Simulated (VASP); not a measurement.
# CdTe: convergence with the SCF solver and PAW data sets, part 2 of 2

How sensitive are energy, pressure and forces of CdTe to the SCF solver and PAW data sets? The atoms are off their equilibrium sites, so that forces can be compared too. The series runs use r2SCAN. The atoms of the start are displaced at random from the sites of a F-43m cell.

VASP 6.6.1, plane waves and PAW; the level of theory is named at each step.

Still holding for the runs below: Spin-orbit coupling is off here; with elements this heavy it splits and shifts levels by tenths of an eV or more.

So far. Step 5 (SCF solver: ALGO = All): Against the first of the series the energy stays within 0.01 meV an atom; the pressure moves by +0.03 GPa, after 14 cycles in 99 s. Step 6 (SCF solver: ALGO = Damped): Against the first of the series the energy stays within 0.01 meV an atom; the pressure moves by -0.01 GPa, after 20 cycles in 1.9 min.

### 7. SCF solver: AMIX = 0.1, BMIX = 0.01

Level of this step: r2SCAN; plane waves and PAW (Cd, Te) (VASP).

File INCAR:

```
SYSTEM = CdTe
PREC = Accurate
ENCUT = 400
EDIFF = 1E-06
NELM = 100
ISMEAR = -1
SIGMA = 0.05
LREAL = .FALSE.
ALGO = Normal
METAGGA = R2SCAN
LASPH = .TRUE.
NBANDS = 15
LORBIT = 11
LWAVE = .FALSE.
LCHARG = .FALSE.
KPAR = 2
ISIF = 2
AMIX = 0.1
BMIX = 0.01
```

File POSCAR:

```
CdTe
1.0
    0.0000000000      3.2400000000      3.2400000000
    3.2400000000      0.0000000000      3.2400000000
    3.2400000000      3.2400000000      0.0000000000
Cd Te
1 1
Direct
    0.0162910000     -0.0031100000     -0.0091070000
    0.2674050000      0.2504050000      0.2397570000
```

File KPOINTS:

```
Automatic mesh
0
Gamma
6 6 6
0 0 0
```

The projector-augmented-wave data sets are Cd and Te (PBE family, release 64).

Run with:

```bash
$ mpirun -np 2 vasp_std
```

The log of the run:

```text
[... set-up lines as in an earlier step ...]
 entering main loop
       N       E                     dE             d eps       ncg     rms          rms(c)
[... 5 cycles as in an earlier step ...]
DAV:   6    -0.466873025837E+02    0.45061E+01   -0.15554E+00  3479   0.151E+01    0.654E+00
DAV:   7    -0.466448873296E+02    0.42415E-01   -0.30914E-02  3941   0.143E+00    0.608E+00
DAV:   8    -0.466087304991E+02    0.36157E-01   -0.26224E-01  3528   0.482E+00    0.387E+00
DAV:   9    -0.466297100882E+02   -0.20980E-01   -0.62086E-02  4263   0.166E+00    0.258E+00
[...]
DAV:  14    -0.466248698918E+02   -0.13626E-04   -0.16919E-04  3689   0.121E-01    0.590E-02
DAV:  15    -0.466248619042E+02    0.79877E-05   -0.22597E-05  4137   0.541E-02    0.238E-02
DAV:  16    -0.466248617510E+02    0.15317E-06   -0.41417E-06  4116   0.204E-02
   1 F= -.46624862E+02 E0= -.46624862E+02  d E =-.690381E-07
```

Run time: 1.7 min. Hardware: 2 MPI ranks of Intel Xeon 6975P-C (Granite Rapids), shared host; peak memory 0.43 GiB; 3.2 min of CPU time.

OUTCAR, selected parts (step 7):

```text
  Total        0.6083492      0.6089467      0.6070770     -0.0991357     -0.0513264      0.0021457
  in kB       14.3284269     14.3424993     14.2984630     -2.3349403     -1.2088889      0.0505379
  external PRESSURE =      14.3231297 kB  Pullay stress =       0.0000000 kB

 POSITION                                       TOTAL-FORCE (eV/Angst)
 -----------------------------------------------------------------------------------
      6.44042      3.26328      3.28271         0.036400     -0.002262      0.070375
      1.58812      1.64320      1.67770        -0.036400      0.002262     -0.070375
 -----------------------------------------------------------------------------------
    total drift:                                0.000453      0.000442     -0.000068

  FREE ENERGIE OF THE ION-ELECTRON SYSTEM (eV)
  ---------------------------------------------------
  free  energy   TOTEN  =       -46.6248617510 eV

  energy  without entropy=      -46.6248616820  energy(sigma->0) =      -46.62486172

[... 2 parts as in an earlier step ...]

[... 1 further part left out ...]
[key lines of the parts left out:]
E-fermi :   2.7729
```

Against the first of the series the energy stays within 0.01 meV an atom; the pressure moves by +0.06 GPa, after 16 cycles in 1.7 min.

### 8. SCF solver: AMIX = 0.8

Edit INCAR of step 7 so:

```diff
@@ -17,3 +17,2 @@
 ISIF = 2
-AMIX = 0.1
-BMIX = 0.01
+AMIX = 0.8
```

POSCAR is that of step 7.

KPOINTS is that of step 7.

Run with:

```bash
$ mpirun -np 2 vasp_std
```

The log of the run:

```text
[... set-up lines as in an earlier step ...]
 entering main loop
       N       E                     dE             d eps       ncg     rms          rms(c)
[... 5 cycles as in an earlier step ...]
DAV:   6    -0.467975714460E+02    0.43958E+01   -0.54445E+00  3556   0.319E+01    0.920E+00
DAV:   7    -0.466402200331E+02    0.15735E+00   -0.43965E-01  3500   0.100E+01    0.482E+00
DAV:   8    -0.466246342084E+02    0.15586E-01   -0.22499E-01  3927   0.658E+00    0.112E+00
DAV:   9    -0.466254629490E+02   -0.82874E-03   -0.13569E-02  4102   0.109E+00    0.250E-01
DAV:  10    -0.466248276304E+02    0.63532E-03   -0.29393E-03  4060   0.720E-01    0.117E-01
DAV:  11    -0.466248641697E+02   -0.36539E-04   -0.24980E-04  4165   0.142E-01    0.193E-02
DAV:  12    -0.466248621071E+02    0.20626E-05   -0.31214E-05  4151   0.798E-02    0.115E-02
DAV:  13    -0.466248612944E+02    0.81278E-06   -0.25035E-06  3476   0.230E-02
   1 F= -.46624861E+02 E0= -.46624861E+02  d E =-.686824E-07
```

Elapsed: 88 s, on 2 MPI ranks; peak memory 0.42 GiB; 2.8 min of CPU time.

Parts of OUTCAR (step 8):

```text
  Total        0.5866653      0.5872562      0.5853934     -0.0989731     -0.0512333      0.0021761
  in kB       13.8177069     13.8316232     13.7877488     -2.3311101     -1.2066967      0.0512537
  external PRESSURE =      13.8123596 kB  Pullay stress =       0.0000000 kB

 POSITION                                       TOTAL-FORCE (eV/Angst)
 -----------------------------------------------------------------------------------
      6.44042      3.26328      3.28271         0.036442     -0.002257      0.070455
      1.58812      1.64320      1.67770        -0.036442      0.002257     -0.070455
 -----------------------------------------------------------------------------------
    total drift:                                0.000483      0.000438      0.000020

  FREE ENERGIE OF THE ION-ELECTRON SYSTEM (eV)
  ---------------------------------------------------
  free  energy   TOTEN  =       -46.6248612944 eV

  energy  without entropy=      -46.6248612257  energy(sigma->0) =      -46.62486126

[... 2 parts as in an earlier step ...]

[... 1 further part left out ...]
[key lines of the parts left out:]
E-fermi :   2.7733
```

Against the first of the series the energy stays within 0.01 meV an atom; the pressure moves by +0.01 GPa, after 13 cycles in 88 s.

### 9. SCF solver: IMIX = 1, AMIX = 0.2

Edit INCAR of step 8 so:

```diff
@@ -17,2 +17,3 @@
 ISIF = 2
-AMIX = 0.8
+IMIX = 1
+AMIX = 0.2
```

POSCAR is that of step 8.

KPOINTS is that of step 8.

Run with:

```bash
$ mpirun -np 2 vasp_std
```

The log of the run:

```text
[... set-up lines as in an earlier step ...]
 entering main loop
       N       E                     dE             d eps       ncg     rms          rms(c)
[... 5 cycles as in an earlier step ...]
DAV:   6    -0.466615477670E+02    0.45318E+01   -0.18982E+00  3458   0.172E+01    0.651E+00
DAV:   7    -0.466187838630E+02    0.42764E-01   -0.67059E-02  3731   0.197E+00    0.523E+00
DAV:   8    -0.466152333584E+02    0.35505E-02   -0.14150E-02  4025   0.730E-01    0.433E+00
DAV:   9    -0.466157541339E+02   -0.52078E-03   -0.58502E-03  4032   0.500E-01    0.354E+00
[...]
DAV:  31    -0.466248578878E+02   -0.20446E-05   -0.34060E-07  2688   0.533E-03    0.287E-02
DAV:  32    -0.466248592559E+02   -0.13681E-05   -0.23800E-07  2044   0.444E-03    0.228E-02
DAV:  33    -0.466248601607E+02   -0.90485E-06   -0.16652E-07  2184   0.372E-03
   1 F= -.46624860E+02 E0= -.46624860E+02  d E =-.691494E-07
```

Run time: 3 min. Hardware: 2 MPI ranks; peak memory 0.42 GiB.

From OUTCAR (step 9):

```text
  Total        0.5923481      0.5929414      0.5910774     -0.0989131     -0.0512114      0.0021723
  in kB       13.9515524     13.9655268     13.9216246     -2.3296960     -1.2061800      0.0511649
  external PRESSURE =      13.9462346 kB  Pullay stress =       0.0000000 kB

 POSITION                                       TOTAL-FORCE (eV/Angst)
 -----------------------------------------------------------------------------------
      6.44042      3.26328      3.28271         0.036458     -0.002261      0.070486
      1.58812      1.64320      1.67770        -0.036458      0.002261     -0.070486
 -----------------------------------------------------------------------------------
    total drift:                                0.000537      0.000435      0.000064

  FREE ENERGIE OF THE ION-ELECTRON SYSTEM (eV)
  ---------------------------------------------------
  free  energy   TOTEN  =       -46.6248601607 eV

  energy  without entropy=      -46.6248600916  energy(sigma->0) =      -46.62486013

[... 2 parts as in an earlier step ...]

[... 1 further part left out ...]
[key lines of the parts left out:]
E-fermi :   2.7726
```

Against the first of the series the energy stays within 0.01 meV an atom; the pressure moves by +0.03 GPa, after 33 cycles in 3 min.

### 10. The SCF solver series as a table

This step: convergence of r2SCAN results with the solver; plane waves and PAW (VASP 6.6.1).

No new run; the numbers come from the runs before.

Differences are taken from the run with ALGO = Normal. Results of the series, by row:

```csv
setting,status,energy less the reference (meV/atom),pressure (GPa),largest force difference (meV/Å),gap (eV),SCF cycles,wall time (s)
ALGO = Normal,converged,0,1.368,0,1.26,14,80
ALGO = Fast,converged,-5.00e-5,1.376,0.03,1.26,14,110
ALGO = VeryFast,converged,0,1.374,0.032,1.26,20,174.1
ALGO = All,converged,2.60e-4,1.394,0.035,1.26,14,99
ALGO = Damped,converged,6.50e-4,1.357,0.025,1.259,20,115
"AMIX = 0.1, BMIX = 0.01",converged,-4.00e-5,1.432,0.084,1.259,16,100
AMIX = 0.8,converged,1.90e-4,1.381,0.004,1.26,13,88
"IMIX = 1, AMIX = 0.2",converged,7.55e-4,1.395,0.027,1.259,33,178
```

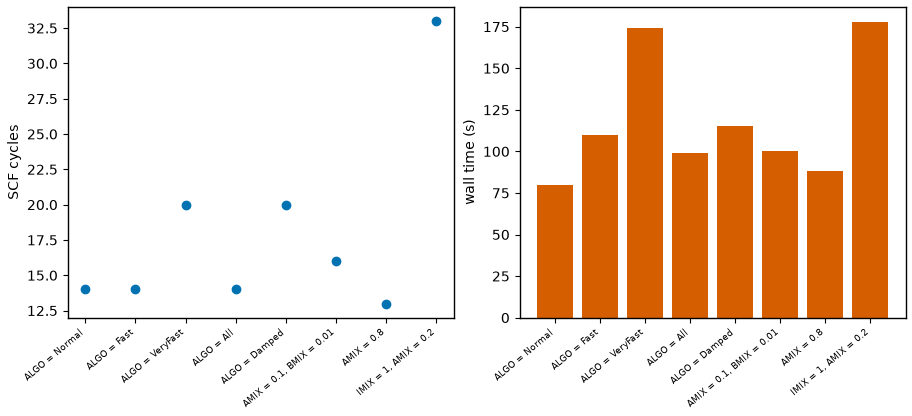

The SCF cycles and the wall time by setting.

### 11. PAW data sets: minimal 64: Cd Te

This step: r2SCAN; plane waves and PAW (Cd, Te) (VASP 6.6.1).

Data sets differ in which electrons are valence and how hard the partial waves are.

Edit INCAR of step 9 so:

```diff
@@ -17,3 +17 @@
 ISIF = 2
-IMIX = 1
-AMIX = 0.2
```

POSCAR is that of step 9.

KPOINTS is that of step 9.

Run with:

```bash
$ mpirun -np 2 vasp_std
```

The log of the run:

```text
[... set-up lines as in an earlier step ...]
 entering main loop
       N       E                     dE             d eps       ncg     rms          rms(c)
[... 14 cycles as in an earlier step ...]
   1 F= -.46624862E+02 E0= -.46624862E+02  d E =-.685945E-07
```

Run time: 77 s. Hardware: 2 MPI ranks; peak memory 0.42 GiB.

From OUTCAR (step 11):

```text
   NELECT =      18.0000    total number of electrons

 E-fermi :   2.7733

[... 20 parts as in an earlier step ...]

[... 2 further parts left out ...]
```

This step gave:

* SCF cycles: 14
* pressure: 1.368 GPa
* gap on the k-mesh: 1.260 eV
* least direct gap on the k-mesh: 1.260 eV

The series starts at -23.3124 eV an atom and 1.37 GPa, after 14 cycles in 77 s.

### 12. PAW data sets: recommended 54: Cd Te

INCAR is that of step 11.

POSCAR is that of step 11.

KPOINTS is that of step 11.

Potentials, in the order of the species: Cd and Te (PBE family, release 54).

Run with:

```bash
$ mpirun -np 2 vasp_std
```

The log of the run:

```text
[... set-up lines as in an earlier step ...]
 entering main loop
       N       E                     dE             d eps       ncg     rms          rms(c)
[... 14 cycles as in an earlier step ...]
   1 F= -.46624862E+02 E0= -.46624862E+02  d E =-.685945E-07
```

Elapsed: 75 s, on 2 MPI ranks; peak memory 0.43 GiB.

Parts of OUTCAR (step 12):

```text
[... 6 parts as in an earlier step ...]

[... 1 further part left out ...]
[key lines of the parts left out:]
E-fermi :   2.7733
```

With 18 valence electrons the pressure is 1.37 GPa, +0.00 GPa from the first of the series, after 14 cycles in 75 s.

### 13. PAW data sets: GW 64: Cd sv GW Te GW

This step: r2SCAN; plane waves and PAW (Cd_sv_GW, Te_GW) (VASP 6.6.1).

Edit INCAR of step 12 so:

```diff
@@ -2,3 +2,3 @@
 PREC = Accurate
-ENCUT = 400
+ENCUT = 480
 EDIFF = 1E-06
@@ -11,3 +11,3 @@
 LASPH = .TRUE.
-NBANDS = 15
+NBANDS = 19
 LORBIT = 11
```

POSCAR is that of step 12.

KPOINTS is that of step 12.

PAW data sets: Cd_sv_GW and Te_GW (PBE family, release 64).

Run with:

```bash
$ mpirun -np 2 vasp_std
```

The log of the run:

```text
[... set-up lines as in an earlier step ...]
 entering main loop
       N       E                     dE             d eps       ncg     rms          rms(c)
DAV:   1     0.267487262506E+03    0.26749E+03   -0.14421E+04  5218   0.150E+03
DAV:   2    -0.223613429280E+02   -0.28985E+03   -0.26503E+03  4432   0.564E+02
DAV:   3    -0.537135185904E+02   -0.31352E+02   -0.30991E+02  6365   0.197E+02
DAV:   4    -0.549873827580E+02   -0.12739E+01   -0.12726E+01  5916   0.389E+01
[...]
DAV:  13    -0.466576831875E+02    0.13333E-04   -0.79477E-05  6754   0.212E-01    0.446E-02
DAV:  14    -0.466576817420E+02    0.14455E-05   -0.47542E-06  5116   0.177E-02    0.169E-02
DAV:  15    -0.466576814548E+02    0.28720E-06   -0.32234E-07  3019   0.785E-03
   1 F= -.46657681E+02 E0= -.46657681E+02  d E =-.686506E-07
```

The job ended after 2.2 min (2 MPI ranks; peak memory 0.66 GiB).

OUTCAR, selected parts (step 13):

```text
  Total        0.1562810      0.1572545      0.1549062     -0.0962522     -0.0498180      0.0023784
  in kB        3.6808816      3.7038100      3.6484995     -2.2670244     -1.1733625      0.0560194
  external PRESSURE =       3.6777304 kB  Pullay stress =       0.0000000 kB

 POSITION                                       TOTAL-FORCE (eV/Angst)
 -----------------------------------------------------------------------------------
      6.44042      3.26328      3.28271         0.035657     -0.002749      0.068855
      1.58812      1.64320      1.67770        -0.035657      0.002749     -0.068855
 -----------------------------------------------------------------------------------
    total drift:                                0.000312     -0.001361     -0.000364

  FREE ENERGIE OF THE ION-ELECTRON SYSTEM (eV)
  ---------------------------------------------------
  free  energy   TOTEN  =       -46.6576814548 eV

  energy  without entropy=      -46.6576813861  energy(sigma->0) =      -46.65768142

[... 3 further parts left out ...]
[key lines of the parts left out:]
E-fermi :   3.8932
```

With 26 valence electrons the pressure is 0.37 GPa, -1.00 GPa from the first of the series, after 15 cycles in 2.2 min.

### 14. The PAW data sets series as a table

This step: convergence of r2SCAN results with the datasets; plane waves and PAW (VASP 6.6.1).

This step runs nothing: it gathers the runs above.

Differences are taken from the run with minimal 64: Cd Te. Results of the series, by row:

```csv
setting,status,pressure (GPa),largest force difference (meV/Å),gap (eV),SCF cycles,wall time (s)
"minimal 64: Cd Te, 400 eV",converged,1.368,0,1.26,14,77
"recommended 54: Cd Te, 400 eV",converged,1.368,0,1.26,14,75
"gw 64: Cd_sv_GW Te_GW, 480 eV",converged,0.3678,1.604,1.26,15,130
```

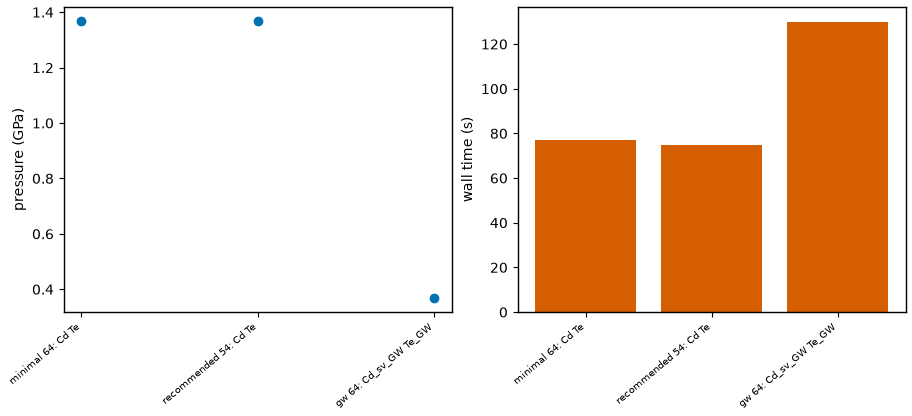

The pressure and the wall time by setting.

### 15. Summary of results

- fewest SCF cycles: AMIX = 0.8 (13)
- most SCF cycles among converged runs: IMIX = 1, AMIX = 0.2 (33)
- spread of the pressure over the SCF solver: 0.0750 GPa
- spread of the energy over the SCF solver: 8.1e-4 meV/atom
- spread of the pressure over the PAW data sets: 1.00 GPa

All SCF solvers that converged agree within 0.05 meV an atom. No setting beats the 80 s of ALGO = Normal by a fifth or more; the slowest converged run is IMIX = 1, AMIX = 0.2, at 3 min. On a shared host such times are rough. Yet the pressure of AMIX = 0.1, BMIX = 0.01 is +0.06 GPa off: EDIFF tests the energy, which is second order in the error of the density, while the stress is first order. The choice of data set moves the pressure between 0.37 GPa (gw 64: Cd_sv_GW Te_GW) and 1.37 GPa (minimal 64: Cd Te); the cutoffs differ too (400 and 480 eV). Data sets differ in their zero of energy, so energies are not compared.

[Lines on the potential files, build, host, timing and source positions are cut from VASP's logs without a mark.]

[Logs are printed without paths, hosts, clocks, repeated set-up lines and the standing remarks that a program may print on its own settings, such as how far it seeks lower states.]

[Hosts, paths, dates, database ids (printed as entryN), source tags and the programs' standing remarks are cut or masked in the printed files.]

[A measured line is paired with the nearest computed mode of its activity, which favours agreement.]
